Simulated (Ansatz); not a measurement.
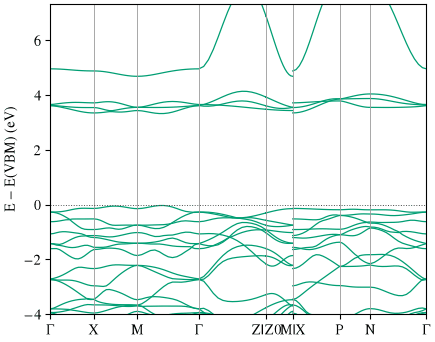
Band structure from DFT-r²SCAN in the program Ansatz with PAW potentials

The gap is 3.33 eV; an edge lies off the plotted path or next to a special point (maximum off the standard path, minimum on the M–Γ line, 39 % of the way from M).

The material is Li$_{4}$MoO$_{5}$ in space group I4 (No. 79; Li on 8c, Mo on 2a, O on 8c, O on 2a).

The workflow started from a Materials Project entry (that database holds measured and hypothetical structures alike); the Crystallography Open Database copy checked does not list it. COD files the formula under space group No. 2, so this cell is another polymorph or a model. Its standing as an ambient phase is unchecked. The r²SCAN relaxation kept the symmetry of its start; whether a distortion lowers the energy is not shown. The run is not spin-polarised. No Hubbard U is applied. Spin–orbit coupling is left out wherever it is not named.

Potentials: the later of the program's two PAW sets.
